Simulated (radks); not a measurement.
# Polarisabilities and dispersion coefficients of Mn³⁺, Zr³⁺, O⁺ and others

Aim: static dipole polarisabilities and C6 coefficients, each species in its NIST ground configuration. After each ground state the linear response is solved; its values go to the run's result record, not to the log. Response by self-consistent Sternheimer equations with the Hartree and adiabatic LDA kernel.

Method: non-relativistic Kohn-Sham, LB94 model potential, spin-polarised, spherical densities, point nucleus; open shells are filled with parallel spins first. Code: radks (a radial shooting solver on a logarithmic mesh, Libxc functionals) version 1.

## 1. Starting point

| Quantity | Value |
| --- | --- |
| species | Mn³⁺ ([Ar] 3d4), Zr³⁺ ([Kr] 4d1), O⁺ ([He] 2s2 2p3), He ([He]), Ni⁺ ([Ar] 3d9) |

In the logs a row gives level, spin channel, occupation and eigenvalue; Etot, Ekin, Encl (electron-nucleus), Eh (Hartree) and Exc are energies, all in hartree; err is the last residual, it the number of iterations.

LB94 adds a gradient term to the LDA potential that gives it a −1/r tail. It is a model potential with no energy functional, so Etot and Exc are not given.

## 2. Mn³⁺, [Ar] 3d4

Settings of this run:

```text
Z 25
configuration [Ar] 3d4
relativity non-relativistic
functional lda,pw
model_potential LB94
spin polarised
nucleus point
response adiabatic LDA kernel
```

Log:

```text
1s      1   1.0000        -238.19874968
2s      1   1.0000         -29.15505131
2p      1   3.0000         -25.32930157
3s      1   1.0000          -4.77661037
3p      1   3.0000          -3.68335151
3d      1   4.0000          -1.91755713
1s      2   1.0000        -238.20024882
2s      2   1.0000         -29.18076447
2p      2   3.0000         -25.35043055
3s      2   1.0000          -4.64969406
3p      2   3.0000          -3.56342468
3d      2   0.0000          -1.82221810
Etot None
Ekin 1152.7400309763395
Encl -2706.245017672072
Eh 455.7782944082062
Exc None
err 1.8743074044459268e-10
it 15
```

3d up is the highest filled level (-52.179 eV). The response step gives α = 1.964 bohr³ (2.499 without the induced potential) and C6 = 4.945 hartree bohr⁶.

Sizes of the orbitals, from the radial functions (bohr):

```tsv
level	occupation	energy (eV)	<r>	outermost maximum (interpolated)	90 % within	nodes
2p down	3	-689.82	0.2469	0.189	0.404	0
2p up	3	-689.25	0.2471	0.189	0.404	0
3s up	1	-129.98	0.8542	0.741	1.28	2
3s down	1	-126.52	0.8591	0.742	1.29	2
3p up	3	-100.23	0.8925	0.750	1.37	1
3p down	3	-96.966	0.9002	0.752	1.39	1
3d up	4	-52.179	1.021	0.729	1.70	0
3d down	0	-49.585	1.046	0.733	1.76	0
```

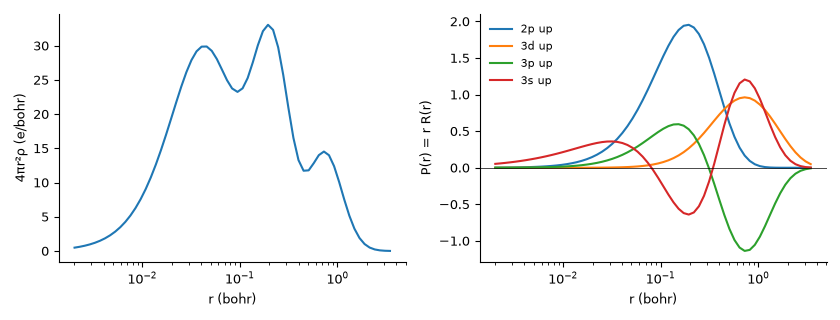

Left: shells in the radial density. Right: radial functions of the outer levels.

## 3. Zr³⁺, [Kr] 4d1

Input: that of step 2 with these lines changed.

```diff
@@ -1,3 +1,3 @@
-Z 25
-configuration [Ar] 3d4
+Z 40
+configuration [Kr] 4d1
 relativity non-relativistic
```

Log:

```text
1s      1   1.0000        -645.19387230
2s      1   1.0000         -89.55109827
2p      1   3.0000         -82.32689647
3s      1   1.0000         -15.82145513
3p      1   3.0000         -13.08622499
3d      1   5.0000          -8.09159753
4s      1   1.0000          -3.17339544
4p      1   3.0000          -2.42751401
4d      1   1.0000          -1.31957531
1s      2   1.0000        -645.19401798
2s      2   1.0000         -89.55058463
2p      2   3.0000         -82.32681438
3s      2   1.0000         -15.81958784
3p      2   3.0000         -13.08432027
3d      2   5.0000          -8.08956921
4s      2   1.0000          -3.17650416
4p      2   3.0000          -2.43013379
4d      2   0.0000          -1.32421195
Etot None
Ekin 3550.0872434768917
Encl -8407.266205240761
Eh 1429.827518010744
Exc None
err 7.205459524442188e-09
it 14
```

Highest occupied level: 4d up at -35.907 eV. The response step gives α = 5.305 bohr³ (7.823 without the induced potential) and C6 = 22.47 hartree bohr⁶.

## 4. O⁺, [He] 2s2 2p3

Input: that of step 3 with these lines changed.

```diff
@@ -1,3 +1,3 @@
-Z 40
-configuration [Kr] 4d1
+Z 8
+configuration [He] 2s2 2p3
 relativity non-relativistic
```

Log:

```text
1s      1   1.0000         -20.53472055
2s      1   1.0000          -1.77826439
2p      1   3.0000          -1.23873452
1s      2   1.0000         -20.60383451
2s      2   1.0000          -1.58156302
2p      2   0.0000          -1.06971511
Etot None
Ekin 74.812797964281
Encl -173.37022523374372
Eh 32.10812210210541
Exc None
err 1.4915703137771263e-09
it 14
```

2p up is the highest filled level (-33.708 eV). The response step gives α = 2.602 bohr³ (3.383 without the induced potential) and C6 = 5.029 hartree bohr⁶.

## 5. He, [He]

Input: that of step 4 with these lines changed.

```diff
@@ -1,3 +1,3 @@
-Z 8
-configuration [He] 2s2 2p3
+Z 2
+configuration [He]
 relativity non-relativistic
```

Log:

```text
1s      1   1.0000          -0.85112492
1s      2   1.0000          -0.85112492
Etot None
Ekin 2.871395633051165
Encl -6.756953784856423
Eh 2.04806114148324
Exc None
err 1.4715215504627963e-10
it 14
```

1s is the highest filled level (-23.160 eV). The response step gives α = 1.390 bohr³ (1.524 without the induced potential) and C6 = 1.468 hartree bohr⁶.

## 6. Ni⁺, [Ar] 3d9

Input: that of step 5 with these lines changed.

```diff
@@ -1,3 +1,3 @@
-Z 2
-configuration [He]
+Z 28
+configuration [Ar] 3d9
 relativity non-relativistic
```

Log:

```text
1s      1   1.0000        -301.37680183
2s      1   1.0000         -36.29404826
2p      1   3.0000         -31.83265210
3s      1   1.0000          -4.34563281
3p      1   3.0000          -2.99473396
3d      1   5.0000          -0.77672589
1s      2   1.0000        -301.37723981
2s      2   1.0000         -36.29833660
2p      2   3.0000         -31.83654039
3s      2   1.0000          -4.31568539
3p      2   3.0000          -2.96596017
3d      2   4.0000          -0.75345588
Etot None
Ekin 1514.087801420535
Encl -3606.62067792118
Eh 647.8256568187292
Exc None
err 1.3577952483434153e-09
it 16
```

The top filled level is 3d down, -20.503 eV. The response step gives α = 6.368 bohr³ (8.478 without the induced potential) and C6 = 21.45 hartree bohr⁶.

## 7. Results

```tsv
species	−ε(HOMO) (eV)	α (bohr³)	α uncoupled (bohr³)	C6 (hartree bohr⁶)	C8 (hartree bohr⁸)	recommended α (bohr³)
Mn³⁺	52.179	1.964	2.499	4.945	-	-
Zr³⁺	35.907	5.305	7.823	22.47	-	-
O⁺	33.708	2.602	3.383	5.029	-	-
He	23.160	1.390	1.524	1.468	14.70	1.38375
Ni⁺	20.503	6.368	8.478	21.45	-	-
```

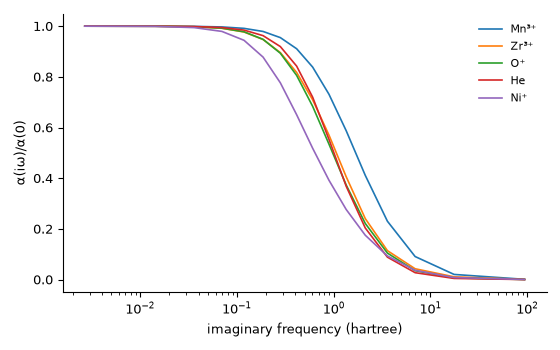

Polarisability at imaginary frequency, each scaled by its static value.

**Reading.** Uncoupled leaves out the potential induced by the response; C6 and C8 are for like pairs. Ni⁺ is the most polarisable and He the least, a factor 4.58 apart. For the pair Ni⁺–He the Casimir-Polder integral gives C6 = 5.561, the rule 2·Ca·Cb/(Ca·αb/αa + Cb·αa/αb) on the like-pair values 5.521. Against the recommended values (Schwerdtfeger and Nagle, 2023 table) the misses are He +0 %. C8 is given only where no p, d or f shell is open. For heavy and open-shell atoms this level can miss by tens of per cent.
